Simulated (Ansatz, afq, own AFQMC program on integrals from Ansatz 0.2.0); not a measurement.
**AlSiH₂ (quartet): AFQMC on the coupled-cluster ladder at distance Si1–Al2 = 4.536 Å, cc-pVDZ**

How near does AFQMC come to the top of the ladder for AlSiH₂ (quartet)?

Computed with Ansatz 0.2.0, Gaussian basis, and an in-house AFQMC program (afq) on its integrals; all values are calculated. Level: cc-pVDZ, frozen cores.

To be run: PBE (unrestricted); r2SCAN (unrestricted); PBE0 (unrestricted); B3LYP (unrestricted); wB97M-V (unrestricted); B2PLYP (unrestricted); CCSD(T) on UHF; CCSDT(Q) on UHF; Phaseless AFQMC, CISD trial on UHF; Phaseless AFQMC, single-determinant trial on UHF.

## (1) The geometry

The geometry derives from a PBE0/def2-TZVP stationary point (not a proven minimum). One bond is set to the value named and the two fragments are kept rigid.

4 atoms, charge 0, spin multiplicity 4.

Atoms are counted from 1 here; the program's logs count them from 0.

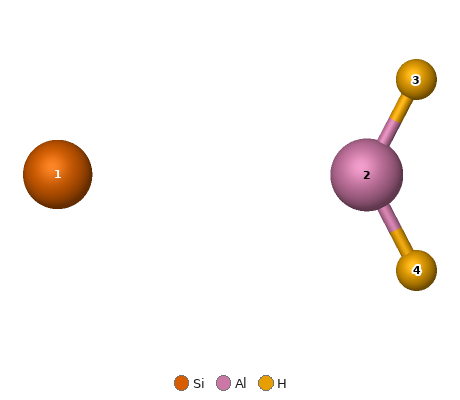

The structure; silicon orange, aluminium pink, hydrogen amber; atoms are numbered from 1 in the order of the file.

Coordinates:

```xyz
4
AlH2Si
Si    0.0000    0.0000    2.3300
Al    0.0000    0.0000   -2.2060
H     0.0000    1.4055   -2.9347
H     0.0000   -1.4055   -2.9347
```

## (2) PBE (unrestricted)

The input, in.yaml:

```yaml
crystal:
  periodic: [false, false, false]
  atoms:
    - {symbol: Si, position_ang: [0.000000, 0.000000, 2.329964]}
    - {symbol: Al, position_ang: [0.000000, 0.000000, -2.206036]}
    - {symbol: H, position_ang: [0.000000, 1.405470, -2.934686]}
    - {symbol: H, position_ang: [0.000000, -1.405470, -2.934686]}
basis:
  gaussian: {orbitals: cc-pVDZ}
magnetization: {spin_polarized: true, initial_magnetization: 3}
hamiltonian: {xc: {name: PBE}}
output: {orbitals: {seedname: orbitals}}
```

Started as:

```console
> ansatz run in.yaml --threads 1 --pin off --events-out ev --progress --plain --max-ram 1382MiB
```

The log of the run:

```text
Functional definition: PBE
  name "PBE"
  cite "Perdew, Burke & Ernzerhof, Phys. Rev. Lett. 77, 3865 (1996) doi:10.1103/PhysRevLett.77.3865"
  parent pbe
  parameter kappa = 0.804
  parameter beta = 0.06672455060314922
  exchange = pbe_x(kappa = kappa, mu = beta*pi^2/3)
  correlation = pbe_c(beta = beta)
451 factors; integrals over basis functions are off by at most 1.0e-3 eV
mean field evaluation 1: about -14492.6507 eV, gradient 9.9e0 eV
mean field evaluation 2: about -14486.9189 eV, gradient 1.5e1 eV
mean field evaluation 4: about -14493.3780 eV, gradient 3.7e0 eV
mean field evaluation 8: about -14493.7347 eV, gradient 1.3e-1 eV
mean field evaluation 16: about -14493.7331 eV, gradient 6.5e-5 eV
mean field evaluation 32: about -14493.4550 eV, gradient 1.5e-1 eV
mean field evaluation 64: about -14493.6566 eV, gradient 9.7e-1 eV
mean field -14493.73306991 eV, -532.6348661142 hartree, gradient 9.9e-6 eV, S^2 3.753255; 8 other end points of the search recorded, 0 dependent functions left out
reference -14493.73311376 eV, -532.6348677254 hartree; 16, 13 occupied and 30, 33 virtual orbitals, 451 factors
Total energy: -14493.73311376 eV, -532.6348677254 hartree
```

It took 5.5 s on 1 thread of Arm Neoverse V1, shared host.

From the report: ⟨S²⟩ of the determinant 3.753 (pure quartet: 3.75).

## (3) r2SCAN (unrestricted)

in.yaml, as its differences from that of step 2:

```diff
@@ -10,3 +10,2 @@
 magnetization: {spin_polarized: true, initial_magnetization: 3}
-hamiltonian: {xc: {name: PBE}}
-output: {orbitals: {seedname: orbitals}}
+hamiltonian: {xc: {name: r2SCAN}}
```

Same command.

The log of the run (excerpt; [...] marks lines left out):

```text
Functional definition: r2SCAN
  name "r2SCAN"
  cite "Furness, Kaplan, Ning, Perdew & Sun, J. Phys. Chem. Lett. 11, 8208 (2020) doi:10.1021/acs.jpclett.0c02405"
  cite "Furness, Kaplan, Ning, Perdew & Sun, J. Phys. Chem. Lett. 11, 9248 (2020) doi:10.1021/acs.jpclett.0c03077"
  parent r2scan
[...]
451 factors; integrals over basis functions are off by at most 1.0e-3 eV
[...]
mean field -14500.10808241 eV, -532.8691435024 hartree, gradient 1.1e-5 eV, S^2 3.757752; 9 other end points of the search recorded, 0 dependent functions left out
reference -14500.10809916 eV, -532.8691441177 hartree; 16, 13 occupied and 30, 33 virtual orbitals, 451 factors
Total energy: -14500.10809916 eV, -532.8691441177 hartree
```

Run time: 19 s. Hardware: 1 thread of Arm Neoverse V1, shared host.

From the report: ⟨S²⟩ of the determinant 3.758 (pure quartet: 3.75).

## (4) PBE0 (unrestricted)

in.yaml, as its differences from that of step 3:

```diff
@@ -10,2 +10,3 @@
 magnetization: {spin_polarized: true, initial_magnetization: 3}
-hamiltonian: {xc: {name: r2SCAN}}
+hamiltonian: {xc: {name: PBE0}}
+output: {orbitals: {seedname: orbitals}}
```

Same command.

The log of the run (excerpt; [...] marks lines left out):

```text
Functional definition: PBE0
  name "PBE0"
  cite "Adamo & Barone, J. Chem. Phys. 110, 6158 (1999) doi:10.1063/1.478522"
  cite "Perdew, Burke & Ernzerhof, Phys. Rev. Lett. 77, 3865 (1996) doi:10.1103/PhysRevLett.77.3865"
  parent pbe
[...]
451 factors; integrals over basis functions are off by at most 1.0e-3 eV
[...]
mean field -14495.19621322 eV, -532.6886356391 hartree, gradient 4.7e-6 eV, S^2 3.754950; 2 other end points of the search recorded, 0 dependent functions left out
reference -14495.19624619 eV, -532.6886368506 hartree; 16, 13 occupied and 30, 33 virtual orbitals, 451 factors
Total energy: -14495.19624619 eV, -532.6886368506 hartree
```

Wall time 3 s (1 thread of Arm Neoverse V1, shared host).

From the report: ⟨S²⟩ of the determinant 3.755 (pure quartet: 3.75).

## (5) B3LYP (unrestricted)

in.yaml, as its differences from that of step 4:

```diff
@@ -10,3 +10,2 @@
 magnetization: {spin_polarized: true, initial_magnetization: 3}
-hamiltonian: {xc: {name: PBE0}}
-output: {orbitals: {seedname: orbitals}}
+hamiltonian: {xc: {name: B3LYP}}
```

Same command.

The log of the run (excerpt; [...] marks lines left out):

```text
Functional definition: B3LYP
  name "B3LYP"
  cite "Stephens, Devlin, Chabalowski & Frisch, J. Phys. Chem. 98, 11623 (1994) doi:10.1021/j100096a001"
  cite "Becke, Phys. Rev. A 38, 3098 (1988) doi:10.1103/PhysRevA.38.3098"
  cite "Lee, Yang & Parr, Phys. Rev. B 37, 785 (1988) doi:10.1103/PhysRevB.37.785"
  cite "Vosko, Wilk & Nusair, Can. J. Phys. 58, 1200 (1980) doi:10.1139/p80-159"
[...]
451 factors; integrals over basis functions are off by at most 1.0e-3 eV
[...]
mean field -14502.92402325 eV, -532.9726274194 hartree, gradient 4.9e-6 eV, S^2 3.753932; 10 other end points of the search recorded, 0 dependent functions left out
reference -14502.92427561 eV, -532.9726366934 hartree; 16, 13 occupied and 30, 33 virtual orbitals, 451 factors
Total energy: -14502.92427561 eV, -532.9726366934 hartree
```

It took 10 s on 1 thread of Arm Neoverse V1, shared host.

From the report: ⟨S²⟩ of the determinant 3.754 (pure quartet: 3.75).

## (6) wB97M-V (unrestricted)

in.yaml, as its differences from that of step 5:

```diff
@@ -10,2 +10,3 @@
 magnetization: {spin_polarized: true, initial_magnetization: 3}
-hamiltonian: {xc: {name: B3LYP}}
+hamiltonian: {xc: {name: wB97M-V}}
+output: {orbitals: {seedname: orbitals}}
```

The command is unchanged.

The log of the run (excerpt; [...] marks lines left out):

```text
Functional definition: wB97M-V
  name "wB97M-V"
  cite "Mardirossian & Head-Gordon, J. Chem. Phys. 144, 214110 (2016) doi:10.1063/1.4952647"
  cite "Becke, J. Chem. Phys. 107, 8554 (1997) doi:10.1063/1.475007"
  cite "Vydrov & Van Voorhis, J. Chem. Phys. 133, 244103 (2010) doi:10.1063/1.3521275"
  # Of w^i u^j: cxij and so on, Table III.
[...]
  gx(w, u) = 1 - cx + cx01*u + cx10*w
  gss(w, u) = css00 + css04*u^4 + css10*w + css20*w^2 + css43*w^4*u^3
  gos(w, u) = cos00 + cos10*w + (cos20 + cos21*u)*w^2 + (cos60 + cos61*u)*w^6
[...]
      + integral(e_c_pw_mod_opposite_spin*gos(b97_w_opposite, b97_u_opposite)) + vv10(b, c)
451 factors; integrals over basis functions are off by at most 1.0e-3 eV
169 factors; integrals over basis functions are off by at most 1.8e-5 eV
[...]
mean field -14500.32991915 eV, -532.8772958520 hartree, gradient 3.2e-6 eV, S^2 3.751635; 2 other end points of the search recorded, 0 dependent functions left out
reference -14500.32996610 eV, -532.8772975776 hartree; 16, 13 occupied and 30, 33 virtual orbitals, 451 factors
Total energy: -14500.32996610 eV, -532.8772975776 hartree
```

Run time: 14 s. Hardware: 1 thread of Arm Neoverse V1, shared host.

From the report: ⟨S²⟩ of the determinant 3.752 (pure quartet: 3.75).

## (7) B2PLYP (unrestricted)

in.yaml, as its differences from that of step 6:

```diff
@@ -10,3 +10,3 @@
 magnetization: {spin_polarized: true, initial_magnetization: 3}
-hamiltonian: {xc: {name: wB97M-V}}
-output: {orbitals: {seedname: orbitals}}
+hamiltonian: {xc: {name: B2PLYP}}
+correlation: {electrons: outside_noble_gas}
```

Same command.

The log of the run (excerpt; [...] marks lines left out):

```text
Functional definition: B2PLYP
  name "B2PLYP"
  cite "Grimme, J. Chem. Phys. 124, 034108 (2006) doi:10.1063/1.2148954"
  cite "Becke, Phys. Rev. A 38, 3098 (1988) doi:10.1103/PhysRevA.38.3098"
  cite "Lee, Yang & Parr, Phys. Rev. B 37, 785 (1988) doi:10.1103/PhysRevB.37.785"
[...]
451 factors; integrals over basis functions are off by at most 1.0e-3 eV
[...]
mean field -14494.02425960 eV, -532.6455671377 hartree, gradient 7.6e-6 eV, S^2 3.757458; 4 other end points of the search recorded, 0 dependent functions left out
10 core orbitals not correlated: weight in the atoms' cores, before any rotation towards them, 1.000 or more for the frozen orbitals, at most 0.000 for the correlated occupied ones
reference -14494.02441930 eV, -532.6455730065 hartree; 6, 3 occupied and 30, 33 virtual orbitals, 451 factors
second order -3.55764240 eV of doubles, -0.00000000 eV of singles
Total energy: -14494.98498274 eV, -532.6808730621 hartree
```

Run time: 2.7 s. Hardware: 1 thread of Arm Neoverse V1, shared host.

From the report: ⟨S²⟩ of the determinant 3.757 (pure quartet: 3.75).

## (8) CCSD(T) on UHF

in.yaml, as its differences from that of step 7:

```diff
@@ -10,3 +10,2 @@
 magnetization: {spin_polarized: true, initial_magnetization: 3}
-hamiltonian: {xc: {name: B2PLYP}}
-correlation: {electrons: outside_noble_gas}
+correlation: {method: ccsd_t, electrons: outside_noble_gas, hamiltonian_folder: ham}
```

The command is unchanged.

The log of the run (excerpt; [...] marks lines left out):

```text
Functional definition: HF
  name "HF"
  cite "Fock, Z. Phys. 61, 126 (1930) doi:10.1007/BF01340294"
  parent pbe
[...]
451 factors; integrals over basis functions are off by at most 1.0e-3 eV
[...]
mean field -14473.12331240 eV, -531.8774714956 hartree, gradient 2.5e-6 eV, S^2 3.763628; 19 other end points of the search recorded, 0 dependent functions left out
determinant -14473.12331240 eV, -531.8774714956 hartree, with singles and doubles -14476.93555261 eV, -532.0175687392 hartree
determinant -14472.95387661 eV, -531.8712448450 hartree, with singles and doubles -14476.76947504 eV, -532.0114655011 hartree
determinant -14472.94509610 eV, -531.8709221673 hartree, with singles and doubles -14476.76179617 eV, -532.0111833075 hartree
determinant -14471.41386832 eV, -531.8146505842 hartree, with singles and doubles -14475.42467420 eV, -531.9620449818 hartree
[...]
determinant -14469.67577412 eV, -531.7507768004 hartree, with singles and doubles -14474.39099258 eV, -531.9240578828 hartree
determinant -14473.12331240 eV, -531.8774714956 hartree, with singles and doubles -14476.93529509 eV, -532.0175592753 hartree
determinant -14472.95387661 eV, -531.8712448450 hartree, with singles and doubles -14476.76961245 eV, -532.0114705506 hartree
determinant -14472.94509610 eV, -531.8709221673 hartree, with singles and doubles -14476.76199708 eV, -532.0111906909 hartree
10 core orbitals not correlated: weight in the atoms' cores, before any rotation towards them, 1.000 or more for the frozen orbitals, at most 0.000 for the correlated occupied ones
reference -14473.12331240 eV, -531.8774714956 hartree; 6, 3 occupied and 30, 33 virtual orbitals, 451 factors
second order -2.77006426 eV of doubles, -0.00000000 eV of singles
cycle   1  -3.81197828 eV  change    4.4e-6 eV  update   3.2e-6
perturbative correction -0.05965124 eV, -0.0021921425 hartree
Total energy: -14476.99494192 eV, -532.0197512558 hartree
```

Wall time 7.5 s (1 thread of Arm Neoverse V1, shared host).

From the report: ⟨S²⟩ of the determinant 3.764 (pure quartet: 3.75); correlation -3.8716 eV; T1 0.013; largest double amplitude 0.08.

This run also writes the integrals to the folder ham.

## (9) CCSDT(Q) on UHF

in.yaml, as its differences from that of step 8:

```diff
@@ -10,2 +10,2 @@
 magnetization: {spin_polarized: true, initial_magnetization: 3}
-correlation: {method: ccsd_t, electrons: outside_noble_gas, hamiltonian_folder: ham}
+correlation: {method: ccsdt_q, electrons: outside_noble_gas}
```

Same command.

The log of the run (excerpt; [...] marks lines left out):

```text
Functional definition: HF
  name "HF"
  cite "Fock, Z. Phys. 61, 126 (1930) doi:10.1007/BF01340294"
  parent pbe
[...]
839 factors; integrals over basis functions are off by at most 1.6e-7 eV
[...]
mean field -14473.12339522 eV, -531.8774745391 hartree, gradient 2.7e-6 eV, S^2 3.763628; 19 other end points of the search recorded, 0 dependent functions left out
determinant -14473.12339522 eV, -531.8774745391 hartree, with singles and doubles -14476.93563772 eV, -532.0175718668 hartree
determinant -14472.95395722 eV, -531.8712478074 hartree, with singles and doubles -14476.76955911 eV, -532.0114685905 hartree
determinant -14472.94517071 eV, -531.8709249091 hartree, with singles and doubles -14476.76187437 eV, -532.0111861814 hartree
determinant -14471.41396225 eV, -531.8146540361 hartree, with singles and doubles -14475.42476719 eV, -531.9620483990 hartree
[...]
determinant -14473.12339522 eV, -531.8774745391 hartree, with singles and doubles -14476.93538060 eV, -532.0175624179 hartree
determinant -14472.95395722 eV, -531.8712478074 hartree, with singles and doubles -14476.76969613 eV, -532.0114736258 hartree
determinant -14472.94517071 eV, -531.8709249091 hartree, with singles and doubles -14476.76207469 eV, -532.0111935431 hartree
10 core orbitals not correlated: weight in the atoms' cores, before any rotation towards them, 1.000 or more for the frozen orbitals, at most 0.000 for the correlated occupied ones
reference -14473.12339522 eV, -531.8774745391 hartree; 6, 3 occupied and 30, 33 virtual orbitals, 839 factors
second order -2.77010106 eV of doubles, -0.00000000 eV of singles
cycle   1  -3.48591705 eV  change   -7.2e-1 eV  update   7.7e-2
[...]
cycle  21  -3.89607299 eV  change   -9.3e-8 eV  update   1.1e-6
perturbative correction -0.00179301 eV, -0.0000658919 hartree
Total energy: -14477.02126122 eV, -532.0207184725 hartree
```

Run time: 22 s. Hardware: 1 thread of Arm Neoverse V1, shared host.

From the report: ⟨S²⟩ of the determinant 3.764 (pure quartet: 3.75); correlation -3.8979 eV; T1 0.014; largest double amplitude 0.08.

## (10) Phaseless AFQMC, CISD trial on UHF

It reads the integrals that the CCSD(T) run on this determinant wrote.

Started as:

```console
> afq ham --method phaseless --trial cisd --walkers 60 --populations 1 --least-time 40 --time-step 0.005 --steps-per-block 50 --equilibration-blocks 40 --max-blocks 300 --target-error 0.00072 --factor-cut 1e-05 --start spin_pure --seed 4770 --release-times 0.24,0.51,0.99,1.62,2.4 --release-step 0.03 --release-every 4 --taylor-order 6
```

The log of the run:

```text
orbitals 36  electrons 6 3  factors 244 of 451
reference energy -531.87747150 Eh
CCSD correlation -0.14008749 Eh in 13 cycles, weight of the determinant in the CISD state 0.8896
energy of the start -532.017380 Eh
 block  time / (1/Eh)  mean weight  energy / Eh
     1     0.250  0.9997  -532.015742
     2     0.500  0.9989  -532.015702
     3     0.750  0.9992  -532.016316
     4     1.000  0.9994  -532.016725
     5     1.250  0.9990  -532.017585
     6     1.500  1.0010  -532.017704
     7     1.750  0.9997  -532.019170
     8     2.000  1.0006  -532.018358
     9     2.250  1.0004  -532.019650
    10     2.500  0.9994  -532.020493
    11     2.750  0.9990  -532.020742
    16     4.000  1.0002  -532.019936
    21     5.250  1.0000  -532.021218
    26     6.500  1.0013  -532.018617
    31     7.750  0.9994  -532.021525
    36     9.000  0.9980  -532.019023
    41    10.250  1.0001  -532.019593
    46    11.500  0.9992  -532.019630
    51    12.750  0.9989  -532.019406
    56    14.000  1.0000  -532.022096
    61    15.250  1.0007  -532.019161
    66    16.500  1.0001  -532.021711
    71    17.750  0.9945  -532.021149
    76    19.000  1.0023  -532.019245
    81    20.250  1.0014  -532.018891
    86    21.500  1.0010  -532.026486
    91    22.750  0.9999  -532.021642
    96    24.000  0.9999  -532.021349
   101    25.250  1.0006  -532.020906
   106    26.500  0.9995  -532.021123
   111    27.750  0.9972  -532.019394
   116    29.000  0.9994  -532.018365
   121    30.250  1.0012  -532.019047
   126    31.500  0.9990  -532.019874
   131    32.750  1.0002  -532.020492
   136    34.000  0.9997  -532.019222
   141    35.250  0.9991  -532.017857
   146    36.500  1.0000  -532.019021
   151    37.750  1.0015  -532.018287
   156    39.000  0.9997  -532.019079
   161    40.250  0.9979  -532.019515
   166    41.500  1.0013  -532.021266
   171    42.750  0.9978  -532.021418
   176    44.000  0.9980  -532.021083
   181    45.250  1.0003  -532.017821
   186    46.500  0.9999  -532.018606
   191    47.750  1.0014  -532.018341
   196    49.000  0.9992  -532.019000
blocks merged  error / Eh  count
     1  0.000124  160
     2  0.000152  80
     4  0.000185  40
     8  0.000226  20
    16  0.000240  10
released: time / (1/Eh)  energy / Eh  error  mean overlap
  0.24  -532.020023  0.000245  0.9942
  0.51  -532.020509  0.000265  0.9798
  0.99  -532.020521  0.000189  0.9783
  1.62  -532.020117  0.000199  1.0069
  2.40  -532.020067  0.000250  1.0338
energy -532.019902 +/- 0.000226 Eh
```

Run time: 3.8 min. Hardware: 1 thread of Arm Neoverse V1, shared host.

Energy -14476.9991 ± 0.0062 eV. Caveats: constraint bias not in the error.

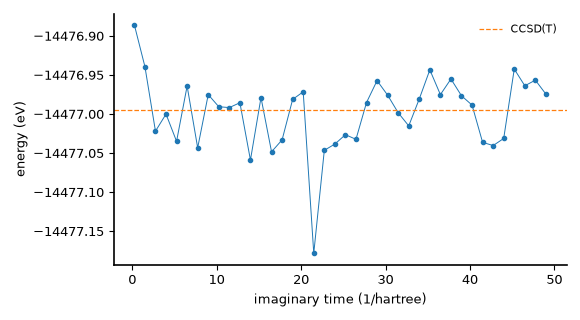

Block energies along the walk.

## (11) Phaseless AFQMC, single-determinant trial on UHF

It reads the integrals that the CCSD(T) run on this determinant wrote.

Started as:

```console
> afq ham --method phaseless --trial hf --walkers 120 --populations 1 --least-time 40 --time-step 0.005 --steps-per-block 20 --equilibration-blocks 160 --max-blocks 600 --target-error 0.00216 --factor-cut 1e-05 --start spin_pure --seed 2037 --taylor-order 6
```

The log of the run:

```text
orbitals 36  electrons 6 3  factors 244 of 451
reference energy -531.87747150 Eh
CCSD correlation -0.14008749 Eh in 13 cycles, weight of the determinant in the CISD state 0.8896
energy of the start -531.877617 Eh
 block  time / (1/Eh)  mean weight  energy / Eh
     1     0.100  0.9999  -531.897268
     2     0.200  1.0007  -531.913100
     3     0.300  1.0014  -531.926872
     4     0.400  1.0003  -531.935730
     5     0.500  1.0003  -531.946014
     6     0.600  0.9993  -531.953008
     7     0.700  1.0011  -531.961569
     8     0.800  0.9990  -531.970291
     9     0.900  1.0003  -531.974051
    10     1.000  1.0003  -531.978163
    15     1.500  1.0007  -531.991201
    29     2.900  1.0007  -532.011741
    43     4.300  1.0007  -532.016554
    57     5.700  1.0010  -532.027012
    71     7.100  1.0010  -532.020577
    85     8.500  1.0000  -532.014439
    99     9.900  0.9998  -532.015712
   113    11.300  1.0022  -532.004714
   127    12.700  0.9995  -532.015322
   141    14.100  1.0001  -532.016519
   155    15.500  0.9999  -532.030258
   169    16.900  1.0001  -532.019221
   183    18.300  1.0008  -532.017944
   197    19.700  1.0003  -532.016840
   211    21.100  1.0020  -532.017075
   225    22.500  0.9997  -532.003669
   239    23.900  1.0003  -532.000277
   253    25.300  1.0007  -532.000850
   267    26.700  1.0019  -532.023131
   281    28.100  1.0002  -532.023480
   295    29.500  1.0001  -532.002267
   309    30.900  1.0002  -532.020360
   323    32.300  0.9999  -531.997225
   337    33.700  1.0006  -531.992125
   351    35.100  1.0013  -532.011907
   365    36.500  1.0006  -532.004690
   379    37.900  1.0002  -532.018183
   393    39.300  0.9989  -532.004093
   407    40.700  1.0021  -532.018574
   421    42.100  0.9994  -532.024781
   435    43.500  1.0012  -532.011554
   449    44.900  1.0009  -532.013973
   463    46.300  1.0011  -532.002673
   477    47.700  1.0006  -532.006636
   491    49.100  1.0006  -532.009936
   505    50.500  0.9994  -532.010756
   519    51.900  1.0005  -531.995070
   533    53.300  0.9990  -532.004197
   547    54.700  0.9997  -532.007180
blocks merged  error / Eh  count
     1  0.000455  400
     2  0.000628  200
     4  0.000847  100
     8  0.001066  50
    16  0.001204  25
    32  0.001304  12
energy -532.010898 +/- 0.001204 Eh
```

It took 3.4 min on 1 thread of Arm Neoverse V1, shared host.

Energy -14476.7540 ± 0.0328 eV. Caveats: constraint bias not in the error.

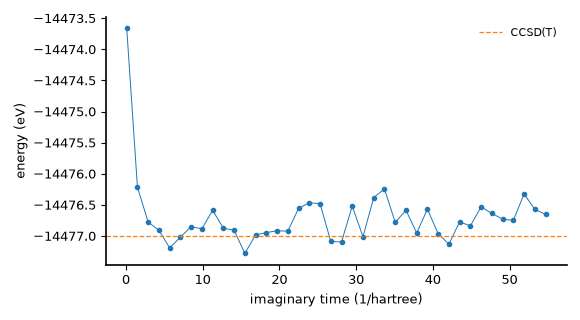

Block energies along the walk.

## (12) All levels side by side

On the UHF determinant, counted from CCSDT(Q) (a yardstick, not exact):

```csv
level,energy (eV),from CCSDT(Q) (kcal/mol),statistical error (kcal/mol),time
HF,-14473.1233,+89.89,,
MP2,-14475.8934,+26.01,,
CCSD,-14476.9353,+1.98,,
CCSD(T),-14476.9949,+0.61,,
CCSDT(Q),-14477.0213,0.00,,
"Phaseless AFQMC, CISD trial, step 0.005, 60 walkers",-14476.9991,+0.51,0.14,3.8 min
"Phaseless AFQMC, single-determinant trial, step 0.005, 120 walkers",-14476.7540,+6.16,0.76,3.4 min
```

The functionals' totals stand on their own zeros and serve differences with other points: PBE -14493.733 eV; r2SCAN -14500.108 eV; PBE0 -14495.196 eV; B3LYP -14502.924 eV; wB97M-V -14500.330 eV; B2PLYP -14494.985 eV.

## (13) Results

```
                                                      quantity                  value
                                  CCSD(T) on UHF from CCSDT(Q)         +0.61 kcal/mol
              Phaseless AFQMC, CISD trial on UHF from CCSDT(Q)  +0.51 ± 0.14 kcal/mol
Phaseless AFQMC, single-determinant trial on UHF from CCSDT(Q)  +6.16 ± 0.76 kcal/mol
```

On UHF the phaseless walk with the CISD trial lies +0.51 kcal/mol from CCSDT(Q), 4 times its error bar. A single-determinant trial moves the result by +5.65 kcal/mol. Error bars are statistical and leave out the constraint, the time step and what remains of the start.
